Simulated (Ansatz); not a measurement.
## SnSe2 (P-3m1): how G0W0 depends on its starting point

One-shot GW is not self-consistent; how far does the start matter for SnSe2 (P-3m1)?

Program: Ansatz 0.2.0. Level of theory: G0W0 on several functionals, plane waves, PAW. Results are calculated unless marked as measured.

### 1. Set-up

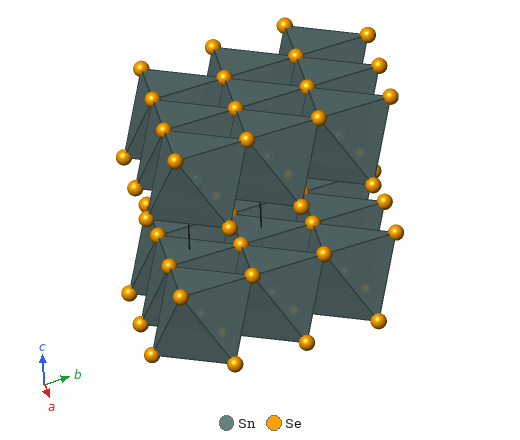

The cell as given, slightly off an axis (tin teal, selenium orange). 2×2×1 cells are drawn. Some periodic images of atoms are drawn too.

As a file:

```cif
data_structure
_symmetry_space_group_name_H-M 'P 1'
_symmetry_Int_Tables_number 1
_cell_length_a 3.8110
_cell_length_b 3.8110
_cell_length_c 6.1360
_cell_angle_alpha 90.000
_cell_angle_beta 90.000
_cell_angle_gamma 120.000
_cell_volume 77.18
loop_
_atom_site_label
_atom_site_type_symbol
_atom_site_fract_x
_atom_site_fract_y
_atom_site_fract_z
_atom_site_occupancy
Sn1 Sn 0.00000 0.00000 0.00000 1
Se2 Se 0.33333 0.66667 0.26144 1
Se3 Se 0.66667 0.33333 0.73856 1
```

Geometry: measured cell, ions relaxed with PBE. The runs that relaxed it are not among those shown.

### 2. G0W0 on LDA

Now the one-shot GW correction: screening in the RPA, then the self-energy of the levels asked for. This step takes PAW set soft_1 files.

This step: G0W0 on LDA, plane waves, PAW; PAW set soft_1.

input.yaml reads:

```yaml
crystal:
  lattice:
    - [3.811, 0.0, 0.0]
    - [-1.9055, 3.3004228138, 0.0]
    - [0.0, 0.0, 6.136]
  atoms:
    - { symbol: Sn, position: [0.0, 0.0, 0.0] }
    - { symbol: Se, position: [0.3333333333, 0.6666666667, 0.2614399677] }
    - { symbol: Se, position: [0.6666666667, 0.3333333333, 0.7385600323] }
kpoints:
  mp_grid: { grid: [6, 6, 4] }
hamiltonian:
  xc: lda
  pseudopotentials: { kind: paw, azcp: { folder: soft_1 }, xc_functional: pbe }
scf:
  occupations: { method: fixed }
gw:
  n_empty_bands: 175
  ecut_chi: 100
  qp_bands: [v2, c2]
  qp_kpoints: band_edges
  screening: { model: contour_deformation }
```

The run is started by

```bash
$ ansatz run input.yaml --threads 2 --pin off --max-ram 92160MiB --backend cuda --events-out ev --progress --plain --runs-dir out --devices 1 --max-vram 13GiB
```

Numbers of over 12 decimals in the logs are rounded to 6 here.

Log:

```text
GPUs: using 1 of 1 available (devices: 1).
Engine: ansatz 0.2.0, x86_64-unknown-linux-gnu
Pseudopotentials: kind: paw
Pseudopotential: Sn, paw, valence charge 14, recommended cutoff 420 eV (normal), soft_1/Sn.paw.azcp
Pseudopotential: Se, paw, valence charge 16, recommended cutoff 420 eV (normal), soft_1/Se.paw.azcp
Functional definition: SPW92
  exchange = slater_x
  correlation = pw_c
device memory: the entry about to start is reckoned to put 0.9 GiB on a device that reports 56.3 GiB free (of which the cap on the GPU budget leaves the run 13.0 GiB)
GPU FFT provider: cuFFT
GPU libraries: cuBLAS 13.8.2, cuFFT 12.4.0, cuSOLVER 12.3.4
Crystal: 3 atoms, lattice volume = 77.178 Å³
Basis set: ecut = 420 eV, 1485 PW (Γ)
Bands: 28, of which v1, the nominal top of the filled ones, is band 23 counted from 1 (22 counted from 0)
Symmetry: 12 space group operations
Space group: P-3m1 (ITA 164), of the structure as read, at distance tolerance 4.3e-5 Å
k-points: 24 of 144
Non-local potential: Sn, projectors of the file, l = 0: 2, l = 1: 2, l = 2: 2, l = 3: 1
Non-local potential: Se, projectors of the file, l = 0: 2, l = 1: 2, l = 2: 3, l = 3: 1
PAW form: soft (Blöchl's): semilocal exchange-correlation on the pseudo side does not see the compensation charge
PAW frozen core: Sn, regenerated for the run's functional, and the local potential with it (the file was generated under x = pbe(κ = 0.804, μ = 0.219515), c = pbe(β = 0.066725))
PAW frozen core: Se, regenerated for the run's functional, and the local potential with it (the file was generated under x = pbe(κ = 0.804, μ = 0.219515), c = pbe(β = 0.066725))
PAW one-centre angular grid: Sn, 590 points (default); XC on 64 Gauss nodes
PAW one-centre angular grid: Se, 590 points (default); XC on 64 Gauss nodes
Initial density: superposition of atomic densities (chi_scale 0.1, normalization cell, long waves kept (reshape's long-wave potential 0.10 eV rms))
Initial wavefunctions: pseudopotential atomic-orbital guess
GPU buffer pool allocated for 32805 grid points (all kernels)
GPU transforms: local potential and band sums: pruned to the plane-wave sphere, on 25×25×45
Functional: x = slater, c = lda
SCF iter   1: F=—  HF=-16647.544368 eV  |F-HF|=—  |Δ(HF+E_count)|=         —  Δρ=3.06e-2  dr2=1.76e0  ethr=3.10e-3  ⟨swp⟩=5.0  Hψ=2478  notcnv=0  defer=67
preconditioner: auto → Resta (q_TF=auto, 2.503 Å⁻¹)  ε∞=4.0  [insulator: Δε(μ)=0.469 eV  Ē_g=9.745 eV  n_scr=22 (ndim 8)  ℏωp=16.9 eV  f_vac=0.027  ε∞_Penn≈4.0]
SCF iter   2: F=—  HF=-16647.141962 eV  |F-HF|=—  |Δ(HF+E_count)|=   4.02e-1  Δρ=1.48e-2  dr2=2.26e-1  ethr=3.10e-3  ⟨swp⟩=2.0  Hψ=982  notcnv=0  defer=28
SCF iter   3: F=—  HF=-16647.074596 eV  |F-HF|=—  |Δ(HF+E_count)|=   6.74e-2  Δρ=4.79e-3  dr2=1.55e-2  ethr=4.90e-4  ⟨swp⟩=2.0  Hψ=811  notcnv=0  defer=67
SCF iter   4: F=—  HF=-16647.070545 eV  |F-HF|=—  |Δ(HF+E_count)|=   4.05e-3  Δρ=9.66e-4  dr2=1.08e-3  ethr=3.38e-5  ⟨swp⟩=2.0  Hψ=1252  notcnv=0  defer=69
SCF iter   5: F=—  HF=-16647.070226 eV  |F-HF|=—  |Δ(HF+E_count)|=   3.20e-4  Δρ=4.26e-4  dr2=1.32e-4  ethr=2.36e-6  ⟨swp⟩=2.0  Hψ=1248  notcnv=0  defer=69
SCF iter   6: F=—  HF=-16647.070270 eV  |F-HF|=—  |Δ(HF+E_count)|=   4.45e-5  Δρ=1.01e-4  dr2=9.02e-6  ethr=2.88e-7  ⟨swp⟩=3.0  Hψ=1240  notcnv=0  defer=57
SCF iter   7: F=—  HF=-16647.070273 eV  |F-HF|=—  |Δ(HF+E_count)|=   3.25e-6  Δρ=2.64e-5  dr2=4.82e-7  ethr=1.96e-8  ⟨swp⟩=2.0  Hψ=984  notcnv=0  defer=24
SCF iter   8: F=-16647.070274 eV  HF=-16647.070274 eV  |F-HF|=8.75e-9  |Δ(HF+E_count)|=   4.03e-7  Δρ=4.76e-6  dr2=3.12e-8  ethr=2.17e-10  ⟨swp⟩=9.1  Hψ=2785  notcnv=0
SCF 1 converged in 8 iterations: F = -16647.070274 eV  dr2 = 3.12e-8
  greatest PAW one-centre occupation: 1.000 electrons in one spin orbital (limit 2), on the Se atom at site 1 (counted from 0), in its partial waves of l = 2
device memory: the entry about to start is reckoned to put 0.9 GiB (of the 1.0 GiB reckoned in all, the device holds 0.1 GiB already) on a device that reports 56.5 GiB free (of which the cap on the GPU budget leaves the run 12.9 GiB)
NSCF: frozen V_eff on 24 k-points, pencils in batches of 32, up to order 112
the band table was solved once the SCF had ended and its energy, with any forces and stress, was formed, with the checks that follow a solve (3069 applications of the Hamiltonian). They found nothing against the state; the energy, forces and stress were not computed again (output.eigenvalues in the input reference)
device memory: the entry about to start is reckoned to put 2.7 GiB on a device that reports 57.4 GiB free (of which the cap on the GPU budget leaves the run 13.0 GiB)
NSCF: frozen V_eff on 24 k-points
G₀W₀ screening: q 1/24
[... further progress lines ...]
SCF converged after 8 iterations
Free energy (F): -16647.070274 eV
Harris-Foulkes:  -16647.070274 eV  (|F-HF|=8.75e-9)
Internal energy: -16647.070274 eV  (E = F + TS)
E sigma→0 (E₀):  -16647.070274 eV
Fermi energy:    7.603472 eV
--- Per-component energies (eV) ---
  E_band       = -884.212340
  E_kinetic    = 391.692916
  E_local      = -6565.186801  (includes V_loc(G=0)·N_el)
  E_nonlocal   = -550.933014
  E_hartree    = 3409.611570
  E_xc         = -293.935744
  E_vxc        = -261.632542  (∫ρ·V_xc dr)
  E_paw        = -8318.990026  (= ΣΔE_a)
  E_vpaw       = -717.369807  (= ΣTr[D̂ρ^β])
  E_aug_tail   = -0.000495  (compensation charges beyond the density's cutoff)
  E_ewald      = -4724.188291
  E_core_change = 4.859611  (= ΣΔE_core)
  E_smearing   = -0.000000  (= −TS)
  E_closure    = -0.000000  (closes the sum)
  Σ components = -16647.070274   (vs F -16647.070274, Δ=0.00e0)
--- Band table (eV; the first three rows and the last of 24) ---
  k-point 0: bands = [... 19 lower, 7.1014, 7.3256, 7.3256, 7.4853, 8.3691, 10.6284, 12.2038, 12.2038, ... 1 higher]
  k-point 1: bands = [... 19 lower, 7.0158, 7.0158, 7.4507, 7.4507, 9.4112, 10.6047, 12.0388, 12.0388, ... 1 higher]
  k-point 2: bands = [... 19 lower, 6.9641, 6.9641, 7.5434, 7.5434, 10.0754, 10.4723, 11.8834, 11.8834, ... 1 higher]
  k-point 23: bands = [... 19 lower, 3.4468, 3.8921, 7.2418, 7.2418, 9.7923, 11.7851, 11.7851, 13.3199, ... 1 higher]
--- G₀W₀: contour deformation, 7 samples at zero and on the imaginary axis and 2 off it, 144 q-points, 175 empty bands' worth ---
  eigenvalues of the whole cell's RPA ε∞ on this k-mesh (on a slab, of 1 + 4πα/V) = 13.5793, 17.0053, 17.0053; static W/v taken at q = 0 is 0.062381
  bands read: the sum over 198 bands ends inside a degenerate multiplet in 2 slots, whose members it reads at an even weight; the widest, k=0: bands 198 to 199 (counted from 1) at 1/2 each
  gw.qp_kpoints: band_edges: 19 of 24 stored k-points solved, in 1 pass; an edge of the gap read off the rows below is read off those points alone
    valence top: of the k-points left out ik 20 came nearest to being solved in a further pass, in band 23 (counted from 1, as in the quasiparticle table): it holds the edge there only if its correction is more favourable than any solved in that band by at least 0.523 eV; those differ by 0.050 eV
    conduction bottom: of the k-points left out ik 17 came nearest to being solved in a further pass, in band 24 (counted from 1, as in the quasiparticle table): it holds the edge there only if its correction is more favourable than any solved in that band by at least 0.708 eV; those differ by 0.194 eV
    ik  band        ε_KS         Σx   Σc(E_QP)       V_xc       Z   E_QP_lin       E_QP  E_QP is
     0    22      7.3256   -17.4898     1.6300   -15.7276  0.7155     7.1927     7.1934  root
     0    23      7.4853   -17.6410     1.6297   -15.8701  0.7253     7.3434     7.3440  root
     0    24      8.3691   -12.0163    -3.0718   -15.6318  0.7650     8.9199     8.9127  root
     0    25     10.6284    -8.2300    -4.0847   -12.7688  0.7692    11.0887    11.0824  root
     1    22      7.4507   -17.5218     1.5462   -15.8436  0.7205     7.3181     7.3187  root
     1    23      7.4507   -17.5218     1.5462   -15.8436  0.7205     7.3181     7.3187  root
     1    24      9.4112   -12.4067    -3.2442   -16.1384  0.7484     9.9068     9.8986  root
     1    25     10.6047    -8.5548    -4.0967   -13.1266  0.7675    11.0864    11.0798  root
     2    22      7.5434   -17.5777     1.4988   -15.9484  0.7227     7.4123     7.4129  root
     2    23      7.5434   -17.5777     1.4988   -15.9484  0.7227     7.4123     7.4129  root
     2    24     10.0754   -12.2991    -3.7071   -16.5172  0.7349    10.5941    10.5863  root
     2    25     10.4723    -8.5590    -4.0883   -13.1497  0.7716    10.9826    10.9747  root
     3    22      7.5559   -17.5177     1.5987   -15.7662  0.7248     7.4024     7.4031  root
     3    23      7.6009   -17.6219     1.5305   -15.9549  0.7236     7.4638     7.4643  root
     3    24      9.6964   -12.5324    -3.4398   -16.4548  0.7320    10.1853    10.1791  root
     3    25     11.2048    -8.4266    -4.2295   -13.1365  0.7672    11.6907    11.6851  root
     4    22      6.7415   -17.2440     1.8858   -15.1999  0.7058     6.5818     6.5831  root
     4    23      7.3687   -17.4887     1.6640   -15.6809  0.7176     7.2241     7.2249  root
     4    24      9.4140   -11.7887    -3.3731   -15.6171  0.7375     9.8740     9.8693  root
     4    25     11.7311    -8.9125    -4.3732   -13.7807  0.7608    12.2331    12.2260  root
     5    22      6.4618   -16.8739     1.9313   -14.7957  0.6942     6.3142     6.3150  root
     5    23      7.3656   -17.3697     1.6115   -15.6162  0.7175     7.2229     7.2236  root
     5    24      9.5988   -11.4967    -3.5488   -15.5071  0.7379    10.0666    10.0605  root
     5    25     11.7032    -9.3828    -4.3596   -14.2712  0.7637    12.2398    12.2319  root
[...]
21    22      5.8381   -16.4431     2.3922   -13.8903  0.6767     5.6775     5.6775  root
    21    23      5.8381   -16.4431     2.3922   -13.8903  0.6767     5.6775     5.6775  root
    21    24      8.4694   -10.6018    -3.1071   -14.0929  0.7487     8.8568     8.8533  root
    21    25     13.7541    -9.7284    -5.1489   -15.3710  0.6894    14.2511    14.2479  root
    23    22      7.2418   -17.3710     1.7014   -15.5006  0.7152     7.0713     7.0727  root
    23    23      7.2418   -17.3710     1.7014   -15.5006  0.7152     7.0713     7.0727  root
    23    24      9.7923   -11.9974    -3.8350   -16.2950  0.7085    10.2646    10.2550  root
    23    25     11.7851    -8.0368    -4.2539   -12.7314  0.7698    12.2316    12.2257  root
```

Elapsed: 28 s, on 1 × NVIDIA H100 80GB HBM3 (shared by 6 runs) with 2 threads of AMD EPYC 7R13 (Zen 3), shared host; peak memory 1.3 GiB.

In the SCF lines HF is the Harris–Foulkes energy and dr2 the Hartree energy of the density residual, in eV; the loop may stop once dr2 is under the threshold and the program's other checks hold. Hψ counts applications of the Hamiltonian.

This step gave:

* bands summed: 198
* RPA ε∞ on this mesh (eigenvalues): 13.58, 17.01, 17.01
* plane waves in the screening matrix: 161
* q-points in the mesh: 144
* G0W0 gap on the mesh: 1.068 eV
* k of the valence top: 0, 0.1667, -0.25
* k of the conduction bottom: 0, -0.5, -0.5
* starting gap on the mesh: 0.5749 eV
* Z at the valence top: 0.7238
* Z at the conduction bottom: 0.7463
* least direct G0W0 gap on the computed points: 1.569 eV

The gap on the mesh goes from 0.57 eV to 1.07 eV, a correction of +0.49 eV. Between the two edge states, bare exchange in place of the xc potential would open the gap by 4.74 eV, and correlation takes back 4.25 eV.

### 3. G0W0 on PBEsol

One-shot GW remembers its start. Another functional's orbitals and levels show by how much.

This step: G0W0 on PBEsol, plane waves, PAW; PAW set soft_1.

Edit input.yaml of step 2 so:

```diff
@@ -12,3 +12,3 @@
 hamiltonian:
-  xc: lda
+  xc: pbesol
   pseudopotentials: { kind: paw, azcp: { folder: soft_1 }, xc_functional: pbe }
```

Log:

```text
GPUs: using 1 of 1 available (devices: 1).
[...]
GPU FFT provider: cuFFT
GPU libraries: cuBLAS 13.8.2, cuFFT 12.4.0, cuSOLVER 12.3.4
Crystal: 3 atoms, lattice volume = 77.178 Å³
Basis set: ecut = 420 eV, 1485 PW (Γ)
Bands: 28, of which v1, the nominal top of the filled ones, is band 23 counted from 1 (22 counted from 0)
Symmetry: 12 space group operations
[...]
k-points: 24 of 144
[...]
GPU buffer pool allocated for 32805 grid points (all kernels)
[...]
SCF iter   1: F=—  HF=-16799.747485 eV  |F-HF|=—  |Δ(HF+E_count)|=         —  Δρ=3.21e-2  dr2=1.77e0  ethr=3.10e-3  ⟨swp⟩=5.0  Hψ=2494  notcnv=0  defer=67
[...]
SCF iter   8: F=-16799.292635 eV  HF=-16799.292635 eV  |F-HF|=8.22e-8  |Δ(HF+E_count)|=   2.16e-6  Δρ=6.52e-6  dr2=7.02e-8  ethr=2.17e-10  ⟨swp⟩=9.1  Hψ=3037  notcnv=0
SCF 1 converged in 8 iterations: F = -16799.292635 eV  dr2 = 7.02e-8
[...]
NSCF: frozen V_eff on 24 k-points, pencils in batches of 32, up to order 112
[...]
NSCF: frozen V_eff on 24 k-points
G₀W₀ screening: q 1/24
[... further progress lines ...]
SCF converged after 8 iterations
Free energy (F): -16799.292635 eV
[...]
Internal energy: -16799.292635 eV  (E = F + TS)
E sigma→0 (E₀):  -16799.292635 eV
Fermi energy:    7.773065 eV
[...]
--- Band table (eV; the first three rows and the last of 24) ---
  k-point 0: bands = [... 19 lower, 7.2814, 7.4930, 7.4930, 7.6673, 8.6674, 10.8437, 12.4297, 12.4297, ... 1 higher]
  k-point 1: bands = [... 19 lower, 7.1953, 7.1953, 7.6176, 7.6176, 9.6753, 10.8267, 12.2638, 12.2638, ... 1 higher]
  k-point 2: bands = [... 19 lower, 7.1441, 7.1441, 7.7089, 7.7089, 10.3296, 10.7056, 12.1081, 12.1081, ... 1 higher]
  k-point 23: bands = [... 19 lower, 3.6107, 4.0656, 7.4102, 7.4102, 10.0388, 12.0095, 12.0095, 13.5617, ... 1 higher]
[...]
0    22      7.4930   -17.4562     1.6854   -15.4911  0.7202     7.2103     7.2133  root
     0    23      7.6673   -17.6177     1.6950   -15.6195  0.7294     7.3611     7.3640  root
     0    24      8.6674   -11.9302    -3.0646   -15.3303  0.7687     9.0049     9.0029  root
     0    25     10.8437    -8.1475    -4.0280   -12.4718  0.7729    11.1423    11.1400  root
     1    22      7.6176   -17.4882     1.6034   -15.6042  0.7250     7.3344     7.3370  root
     1    23      7.6176   -17.4882     1.6034   -15.6042  0.7250     7.3344     7.3370  root
     1    24      9.6753   -12.2864    -3.2276   -15.8225  0.7526     9.9861     9.9838  root
     1    25     10.8267    -8.4675    -4.0398   -12.8197  0.7711    11.1417    11.1391  root
[...]
23    22      7.4102   -17.3450     1.7617   -15.2663  0.7202     7.0890     7.0933  root
    23    23      7.4102   -17.3450     1.7617   -15.2663  0.7202     7.0890     7.0933  root
    23    24     10.0388   -11.9050    -3.7735   -15.9838  0.7141    10.3479    10.3442  root
    23    25     12.0095    -7.9681    -4.1934   -12.4403  0.7707    12.2897    12.2884  root
```

It took 26 s on 1 × NVIDIA H100 80GB HBM3 (shared by 6 runs) with 2 threads; peak memory 1.3 GiB; 41 s of CPU time.

Numbers from this step:

| Property | Result |
| --- | --- |
| bands summed | 198 |
| RPA ε∞ on this mesh (eigenvalues) | 12.05, 15.64, 15.64 |
| plane waves in the screening matrix | 161 |
| q-points in the mesh | 144 |
| G0W0 gap on the mesh | 1.125 eV |
| k of the valence top | 0, 0.1667, -0.25 |
| k of the conduction bottom | 0, -0.5, -0.5 |
| starting gap on the mesh | 0.6412 eV |
| Z at the valence top | 0.7281 |
| Z at the conduction bottom | 0.7510 |
| least direct G0W0 gap on the computed points | 1.639 eV |

Against the run with 6×6×4 mesh, 175 empty bands, screening to 100 eV, PAW set soft_1 files on LDA, the gap moves by +0.06 eV, while the start moved by +0.07 eV.

### 4. G0W0 on PBE

This step: G0W0 on PBE, plane waves, PAW; PAW set soft_1.

Edit input.yaml of step 3 so:

```diff
@@ -12,4 +12,4 @@
 hamiltonian:
-  xc: pbesol
-  pseudopotentials: { kind: paw, azcp: { folder: soft_1 }, xc_functional: pbe }
+  xc: pbe
+  pseudopotentials: { kind: paw, azcp: { folder: soft_1 } }
 scf:
```

Log:

```text
GPUs: using 1 of 1 available (devices: 1).
[...]
GPU FFT provider: cuFFT
GPU libraries: cuBLAS 13.8.2, cuFFT 12.4.0, cuSOLVER 12.3.4
Crystal: 3 atoms, lattice volume = 77.178 Å³
Basis set: ecut = 420 eV, 1485 PW (Γ)
Bands: 28, of which v1, the nominal top of the filled ones, is band 23 counted from 1 (22 counted from 0)
Symmetry: 12 space group operations
[...]
k-points: 24 of 144
[...]
1    25     11.0538    -8.4206    -4.0092   -12.5975  0.7731    11.2222    11.2216  root
[...]
23    22      7.5327   -17.3922     1.8078   -15.1997  0.7223     7.1420     7.1481  root
    23    23      7.5327   -17.3922     1.8078   -15.1997  0.7223     7.1420     7.1481  root
    23    24     10.1903   -11.9121    -3.7297   -15.8864  0.7154    10.4366    10.4348  root
    23    25     12.2199    -7.9741    -4.1580   -12.2840  0.7718    12.3720    12.3717  root
[key lines of the parts left out:]
SCF converged after 8 iterations
Free energy (F): -16963.419068 eV
Fermi energy:    7.889192 eV
```

It took 35 s on 1 × NVIDIA H100 80GB HBM3 (shared by 6 runs) with 2 threads; peak memory 1.3 GiB; 52 s of CPU time.

This step gave:

- bands summed: 198
- RPA ε∞ on this mesh (eigenvalues): 11.01, 14.43, 14.43
- plane waves in the screening matrix: 161
- G0W0 gap on the mesh: 1.159 eV
- k of the valence top: 0, 0.1667, -0.25
- k of the conduction bottom: 0, -0.5, -0.5
- starting gap on the mesh: 0.7024 eV
- least direct G0W0 gap on the computed points: 1.683 eV

Against the run with 6×6×4 mesh, 175 empty bands, screening to 100 eV, PAW set soft_1 files on PBEsol, the gap moves by +0.03 eV, while the start moved by +0.06 eV.

[end of part 1 of 2]

[Paths, hosts, dates, memory and timing lines, banners, echoed tables and standing remarks are left out of the program output.]

[Logs are printed without paths, hosts, clocks, repeated set-up lines and the standing remarks that a program may print on its own settings, such as how far it seeks lower states.]

[Runs of the session that timed out or met a known fault of the program may be left out.]

[Cells called generated may have been cut or substituted from an entry of the Crystallography Open Database or the Materials Project.]

[Hosts, paths, dates, database ids (printed as entryN), source tags and the programs' standing remarks are cut or masked in the printed files.]
